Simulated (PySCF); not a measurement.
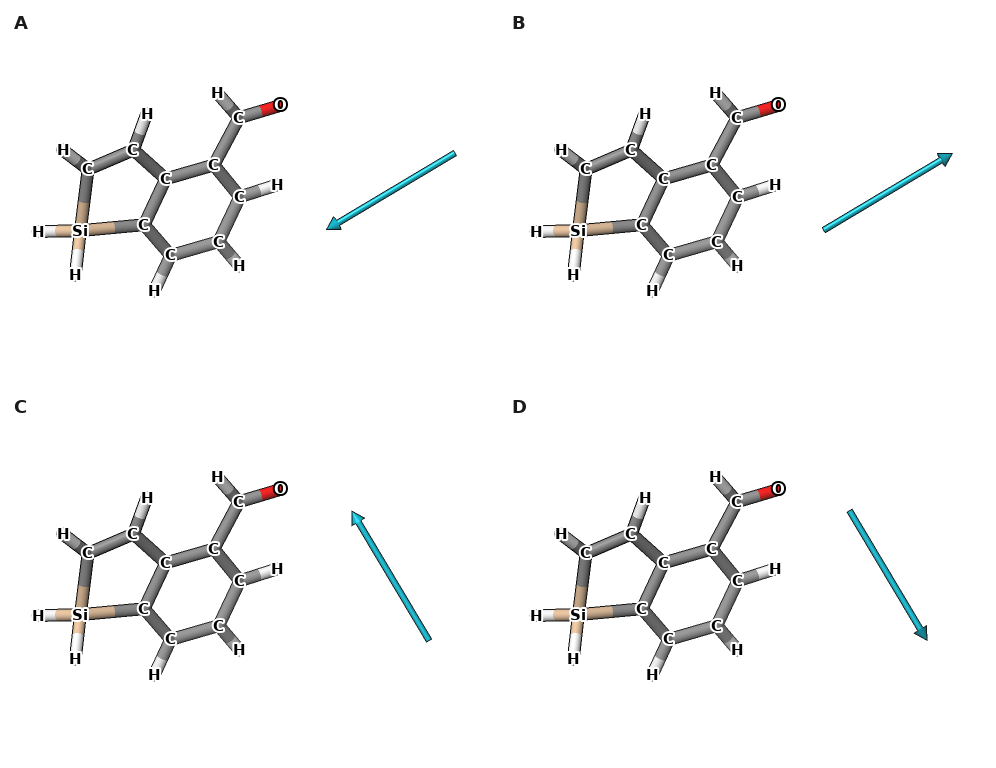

The same molecule four times, each with an arrow. Computed geometry: PBE0-D3(BJ)/def2-SVP optimisation. No frequency run is at hand to confirm it as a minimum. Level of theory: PBE0/pcSseg-1 in dimethylsulfoxide (IEF-PCM) (PySCF 2.14.0).

**Which arrow points along the dipole moment, from the negative to the positive end?**

A. The dipole moment is 4.04 D.
